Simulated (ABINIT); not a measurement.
**SnO2 (Cassiterite): G0W0 with ABINIT, start to end**

Wanted: ground state, empty states, screening and self-energy for SnO2 (Cassiterite).

Main program and level: ABINIT 10.8.3; PBE and many-body steps on it, plane waves.

**What was measured.**

- Gap 3.6 eV: experimental gap quoted from earlier work; bulk crystal (quoted in “Study on the Photocatalytic Properties of Flower-Shaped SnO2”, 2022, pmc:9565917).

Most raw output is cut from this account.

### Step 1. Starting point

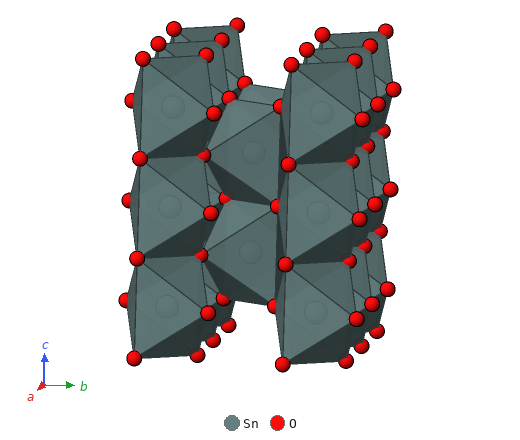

The starting structure, seen slightly off an axis (tin teal, oxygen red). 2×1×2 cells are drawn. Some periodic images of atoms are drawn too.

The cell and positions come from the Crystallography Open Database and are kept as given unless a step says otherwise.

### Step 2. Ground state

This step: ABINIT 10.8.3; DFT, PBE, plane waves, norm-conserving pseudopotentials.

The ground-state density comes first.

run.abi reads:

```
acell 3*1.0 Angstrom
rprim 
  4.738000000000 0.000000000000 0.000000000000
  0.000000000000 4.738000000000 0.000000000000
  0.000000000000 0.000000000000 3.186500000000
ntypat 2
znucl 50 8
natom 6
typat 1 1 2 2 2 2
xred 
  0.000000000000 0.000000000000 0.000000000000
  0.500000000000 0.500000000000 0.500000000000
  0.307100000000 0.307100000000 0.000000000000
  0.192900000000 0.807100000000 0.500000000000
  0.692900000000 0.692900000000 0.000000000000
  0.807100000000 0.192900000000 0.500000000000
pp_dirpath "pseudos"
pseudos "Sn.upf, O.upf"
ecut 42
ngkpt 4 4 6
nshiftk 1
shiftk 0 0 0
kptopt 1
chksymbreak 0
nband 41
occopt 1
tolvrs 1e-10
nstep 60
prtwf 0
indata_prefix "in"
outdata_prefix "out"
tmpdata_prefix "tmp"
```

Started as:

```sh
$ OMP_NUM_THREADS=1 mpirun -n 8 abinit run.abi > log
```

It took 38 s on 8 MPI ranks of Arm Neoverse V1, shared host; peak memory 0.72 GiB; 5.1 min of CPU time.

Numbers from this step:

```
total energy               : -13864.0888 eV
gap                        : 1.284 eV
k of the valence top       : 0, 0, 0
k of the conduction bottom : 0, 0, 0
least direct gap           : 1.284 eV
pressure                   : 8.279 GPa
```

The gap is direct, at Γ.

The cutoff was set for levels, not for stress, so the pressure can be off by some GPa.

### Step 3. Bands along the symmetry lines

Levels along a band path, at the cheap level, show where the edges lie and whether the meshes to come will hold them.

run.abi reads:

```
acell 3*1.0 Angstrom
rprim 
  4.738000000000 0.000000000000 0.000000000000
  0.000000000000 4.738000000000 0.000000000000
  0.000000000000 0.000000000000 3.186500000000
ntypat 2
znucl 50 8
natom 6
typat 1 1 2 2 2 2
xred 
  0.000000000000 0.000000000000 0.000000000000
  0.500000000000 0.500000000000 0.500000000000
  0.307100000000 0.307100000000 0.000000000000
  0.192900000000 0.807100000000 0.500000000000
  0.692900000000 0.692900000000 0.000000000000
  0.807100000000 0.192900000000 0.500000000000
pp_dirpath "pseudos"
pseudos "Sn.upf, O.upf"
ecut 42
iscf -2
irdden 1
kptopt 0
nkpt 75
kpt 
  0.00000000 0.00000000 0.00000000
  0.00000000 0.06250000 0.00000000
  0.00000000 0.12500000 0.00000000
  0.00000000 0.18750000 0.00000000
  0.00000000 0.25000000 0.00000000
  0.00000000 0.31250000 0.00000000
  0.00000000 0.37500000 0.00000000
  0.00000000 0.43750000 0.00000000
  0.00000000 0.50000000 0.00000000
  0.06250000 0.50000000 0.00000000
  0.12500000 0.50000000 0.00000000
  0.18750000 0.50000000 0.00000000
  0.25000000 0.50000000 0.00000000
  0.31250000 0.50000000 0.00000000
  0.37500000 0.50000000 0.00000000
  0.43750000 0.50000000 0.00000000
  0.50000000 0.50000000 0.00000000
  0.43750000 0.43750000 0.00000000
  0.37500000 0.37500000 0.00000000
  0.31250000 0.31250000 0.00000000
  0.25000000 0.25000000 0.00000000
  0.18750000 0.18750000 0.00000000
  0.12500000 0.12500000 0.00000000
  0.06250000 0.06250000 0.00000000
  0.00000000 0.00000000 0.00000000
  0.00000000 0.00000000 0.06250000
  0.00000000 0.00000000 0.12500000
  0.00000000 0.00000000 0.18750000
  0.00000000 0.00000000 0.25000000
  0.00000000 0.00000000 0.31250000
  0.00000000 0.00000000 0.37500000
  0.00000000 0.00000000 0.43750000
  0.00000000 0.00000000 0.50000000
  0.00000000 0.06250000 0.50000000
  0.00000000 0.12500000 0.50000000
  0.00000000 0.18750000 0.50000000
  0.00000000 0.25000000 0.50000000
  0.00000000 0.31250000 0.50000000
  0.00000000 0.37500000 0.50000000
  0.00000000 0.43750000 0.50000000
  0.00000000 0.50000000 0.50000000
  0.06250000 0.50000000 0.50000000
  0.12500000 0.50000000 0.50000000
  0.18750000 0.50000000 0.50000000
  0.25000000 0.50000000 0.50000000
  0.31250000 0.50000000 0.50000000
  0.37500000 0.50000000 0.50000000
  0.43750000 0.50000000 0.50000000
  0.50000000 0.50000000 0.50000000
  0.43750000 0.43750000 0.50000000
  0.37500000 0.37500000 0.50000000
  0.31250000 0.31250000 0.50000000
  0.25000000 0.25000000 0.50000000
  0.18750000 0.18750000 0.50000000
  0.12500000 0.12500000 0.50000000
  0.06250000 0.06250000 0.50000000
  0.00000000 0.00000000 0.50000000
  0.00000000 0.50000000 0.00000000
  0.00000000 0.50000000 0.06250000
  0.00000000 0.50000000 0.12500000
  0.00000000 0.50000000 0.18750000
  0.00000000 0.50000000 0.25000000
  0.00000000 0.50000000 0.31250000
  0.00000000 0.50000000 0.37500000
  0.00000000 0.50000000 0.43750000
  0.00000000 0.50000000 0.50000000
  0.50000000 0.50000000 0.00000000
  0.50000000 0.50000000 0.06250000
  0.50000000 0.50000000 0.12500000
  0.50000000 0.50000000 0.18750000
  0.50000000 0.50000000 0.25000000
  0.50000000 0.50000000 0.31250000
  0.50000000 0.50000000 0.37500000
  0.50000000 0.50000000 0.43750000
  0.50000000 0.50000000 0.50000000
istwfk *1
nband 46
nbdbuf 7
tolwfr 1e-07
nstep 50
prtwf 0
prtvol 0
indata_prefix "in"
outdata_prefix "out"
tmpdata_prefix "tmp"
```

It took 48 s on 8 MPI ranks; peak memory 0.86 GiB.

This step gave:

- gap: 1.284 eV
- k of the valence top: 0, 0, 0
- k of the conduction bottom: 0, 0, 0
- least direct gap: 1.284 eV

The gap is 1.284 eV, as in the run before at this level.

The electronic bands at the labelled points (eV, zero at the top of the highest filled band):

| point | band 31 | band 32 | band 33 | band 34 | band 35 | band 36 | band 37 | band 38 |
| --- | --- | --- | --- | --- | --- | --- | --- | --- |
| Γ | -1.25 | -0.76 | -0.76 | 0.00 | 1.28 | 6.14 | 6.39 | 6.39 |
| X | -1.20 | -1.20 | -0.63 | -0.63 | 4.44 | 4.44 | 7.12 | 7.12 |
| M | -1.32 | -1.32 | -0.90 | -0.90 | 4.83 | 4.83 | 7.55 | 7.55 |
| Γ | -1.25 | -0.76 | -0.76 | 0.00 | 1.28 | 6.14 | 6.39 | 6.39 |
| Z | -1.64 | -1.64 | -1.25 | -1.25 | 6.22 | 6.22 | 9.80 | 9.80 |
| R | -1.09 | -1.09 | -0.71 | -0.71 | 6.49 | 6.49 | 8.11 | 8.11 |
| A | -0.97 | -0.97 | -0.83 | -0.83 | 4.93 | 4.93 | 8.93 | 8.93 |
| Z | -1.64 | -1.64 | -1.25 | -1.25 | 6.22 | 6.22 | 9.80 | 9.80 |
| jump to X | -1.20 | -1.20 | -0.63 | -0.63 | 4.44 | 4.44 | 7.12 | 7.12 |
| R | -1.09 | -1.09 | -0.71 | -0.71 | 6.49 | 6.49 | 8.11 | 8.11 |
| jump to M | -1.32 | -1.32 | -0.90 | -0.90 | 4.83 | 4.83 | 7.55 | 7.55 |
| A | -0.97 | -0.97 | -0.83 | -0.83 | 4.93 | 4.93 | 8.93 | 8.93 |

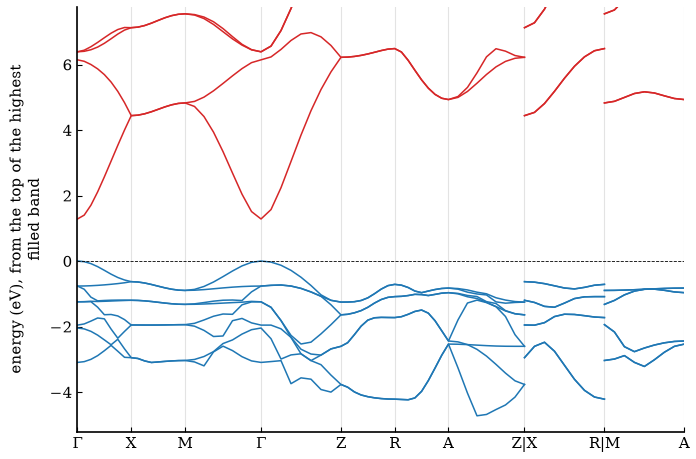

Electronic bands along the path; lines of filled and empty bands in two colours.

### Step 4. Empty states on the mesh, 2×2×4 mesh, 436 bands

The sums over transitions need many empty states on a uniform mesh; this step solves for them.

run.abi reads:

```
acell 3*1.0 Angstrom
rprim 
  4.738000000000 0.000000000000 0.000000000000
  0.000000000000 4.738000000000 0.000000000000
  0.000000000000 0.000000000000 3.186500000000
ntypat 2
znucl 50 8
natom 6
typat 1 1 2 2 2 2
xred 
  0.000000000000 0.000000000000 0.000000000000
  0.500000000000 0.500000000000 0.500000000000
  0.307100000000 0.307100000000 0.000000000000
  0.192900000000 0.807100000000 0.500000000000
  0.692900000000 0.692900000000 0.000000000000
  0.807100000000 0.192900000000 0.500000000000
pp_dirpath "pseudos"
pseudos "Sn.upf, O.upf"
ecut 42
ngkpt 2 2 4
nshiftk 1
shiftk 0 0 0
kptopt 1
chksymbreak 0
iscf -2
irdden 1
istwfk *1
nband 436
nbdbuf 38
tolwfr 1e-09
nstep 60
prtvol 0
indata_prefix "in"
outdata_prefix "out"
tmpdata_prefix "tmp"
```

It took 7.5 min on 8 MPI ranks; peak memory 0.94 GiB.

Numbers from this step:

```yaml
gap: 1.284 eV
k_of_the_valence_top: 0, 0, 0
k_of_the_conduction_bottom: 0, 0, 0
least_direct_gap: 1.284 eV
k_points_computed: 9
lowest_point_of_the_top_converged_band_above_the_valence_top: 158.8982 eV
```

On this mesh the gap is 1.284 eV.

### Step 5. Screening, 2×2×4 mesh, 398 bands, screening to 274.8 eV

The RPA dielectric matrix is built and inverted for each q.

This step: RPA screening on PBE, plane waves, norm-conserving pseudopotentials.

Changes to run.abi since step 4:

```diff
@@ -24,10 +24,11 @@
 chksymbreak 0
-iscf -2
-irdden 1
 istwfk *1
-nband 436
-nbdbuf 38
-tolwfr 1e-09
-nstep 60
-prtvol 0
+occopt 1
+irdwfk 1
+optdriver 3
+nband 398
+ecuteps 10.1
+inclvkb 2
+awtr 1
+symchi 1
 indata_prefix "in"
```

Elapsed: 9.7 min, on 8 MPI ranks; peak memory 8.7 GiB.

Numbers from this step:

```
ε∞ with local fields, on this mesh, along the program's q direction : 5.102
the same without local fields                                       : 5.395
plasma frequency                                                    : 36.20 eV
plane waves in the screening matrix                                 : 761
```

Local fields lower ε∞ by 5 %. On a Γ-centred mesh this coarse the value itself is usually too large, while a short band sum pulls it down.

### Step 6. Self-energy, 2×2×4 mesh, 398 bands, screening to 274.8 eV

The self-energy is evaluated for the states that the input lists, and the levels follow from it, in one-shot runs by the linearised quasiparticle equation.

This step: G0W0 on PBE, plane waves, norm-conserving pseudopotentials.

Changes to run.abi since step 5:

```diff
@@ -27,8 +27,25 @@
 irdwfk 1
-optdriver 3
+optdriver 4
 nband 398
+gwcalctyp 0
+ecutsigx 42
+symsigma 1
+nkptgw 6
+kptgw 
+  0.0000000000 0.0000000000 0.0000000000
+  0.5000000000 0.0000000000 0.0000000000
+  0.5000000000 0.5000000000 0.0000000000
+  0.0000000000 0.0000000000 0.5000000000
+  0.5000000000 0.0000000000 0.5000000000
+  0.5000000000 0.5000000000 0.5000000000
+bdgw 
+  32 36
+  33 36
+  33 36
+  33 36
+  33 36
+  33 36
 ecuteps 10.1
-inclvkb 2
-awtr 1
-symchi 1
+irdscr 1
+ppmodel 1
 indata_prefix "in"
```

The job ended after 5.8 min (8 MPI ranks; peak memory 8.4 GiB).

Numbers from this step:

```
G0W0 gap on the mesh                         : 2.758 eV
starting gap on the mesh                     : 1.284 eV
k of the valence top                         : 0, 0, 0
k of the conduction bottom                   : 0, 0, 0
Z at the valence top                         : 0.79
Z at the conduction bottom                   : 0.839
least direct G0W0 gap on the computed points : 2.758 eV
```

The gap on the mesh goes from 1.28 eV to 2.76 eV, a correction of +1.47 eV.

Limits: finite bands, cutoff and mesh; no spin-orbit coupling; coarse k mesh. v1 is the top filled band, c1 the lowest empty one. The levels before and after the correction (eV, zero at the valence-band top of each column):

```
           conduction bottom  valence top
Kohn-Sham               1.28         0.00
     G0W0               2.76         0.00
```

|  | level | energy (eV) |
| --- | --- | --- |
| Kohn-Sham | Γ v3-v2 | -0.764 |
| Kohn-Sham | Γ v1 | 0.000 |
| Kohn-Sham | Γ c1 | 1.284 |
| Kohn-Sham | Γ c2 | 6.143 |
| G0W0 | Γ v3-v2 | -0.754 |
| G0W0 | Γ v1 | 0.000 |
| G0W0 | Γ c1 | 2.758 |
| G0W0 | Γ c2 | 8.071 |

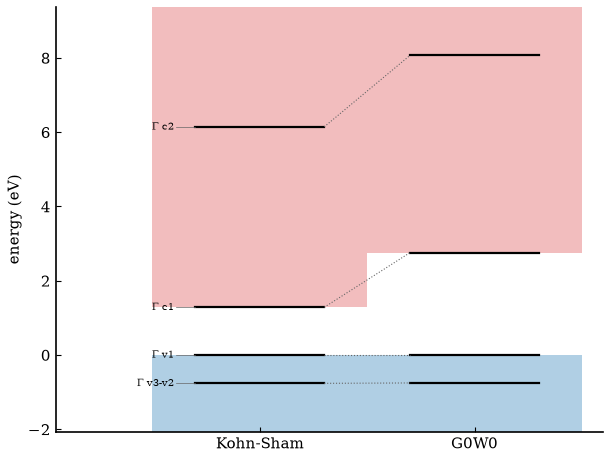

Levels before and after the correction. Shaded: valence and conduction bands.

### Step 7. Where the time went

Times are wall times on 8 MPI ranks of Arm Neoverse V1, shared host, good to a factor of about two.

```csv
step,time,share,memory (GiB)
ground state,38 s,3 %,0.72
bands along the symmetry lines,48 s,3 %,0.86
empty states on the mesh,7.5 min,31 %,0.94
screening,9.7 min,40 %,8.7
self-energy,5.8 min,24 %,8.4
```

### Step 8. Results

```
PBE gap              : 1.28 eV, direct
G0W0 gap on the mesh : 2.76 eV
GW settings          : 2×2×4 mesh, 398 bands, screening to 274.8 eV, Godby-Needs plasmon pole
known limits         : not at the basis limit; no spin-orbit coupling; coarse k mesh
```

What this shows: G0W0 moves the gap on the mesh from 1.28 eV to 2.76 eV (+1.47 eV), with Z of 0.79 and 0.84 at the edges. Local fields lower the RPA ε∞ on this mesh from 5.39 to 5.10; a Γ-centred mesh this coarse tends to raise both, most where the direct gap is narrow, while a short band sum lowers them. Against experiment, by G0W0@PBE: the gap of 2.76 eV lies −0.84 eV from the measured 3.6 eV (kind not stated, quoted 2022). The calculation has static nuclei and no excitons; a measured gap holds zero-point and thermal motion, which mostly lowers it. Against the values above the computed gap that would widen the miss. An edge that is forbidden or weak in absorption could explain it, and so could too strong a screening: the start's gap is only 1.28 eV, the mesh is coarse, and one shot does not repair that. Bands and cutoff are finite, so the gap is not at the basis limit. The miss can reach some tenths of an eV and take either sign; the mesh is an error of its own. The 2×2×4 mesh is coarse for this cell, which bears on the long-range parts of exchange and screening. The many-body steps are scalar-relativistic: spin-orbit coupling is not in them.

[Paths, hosts, dates, memory and timing lines, banners, echoed tables and standing remarks are left out of the program output.]

[Logs are printed without paths, hosts, clocks, repeated set-up lines and the standing remarks that a program may print on its own settings, such as how far it seeks lower states.]

[Runs of the session that timed out or met a known fault of the program may be left out.]

[Hosts, paths, dates, database ids (printed as entryN), source tags and the programs' standing remarks are cut or masked in the printed files.]

[G0W0 gaps are taken among the corrected bands and points alone; a level outside them can change the order at an edge.]

[Where Ansatz stands beside ABINIT at settings called matched, ABINIT's density can come from a denser mesh and the files from another edition; pairs whose starting gaps differed by over 0.03 eV were left out, so agreement reads better than it is.]
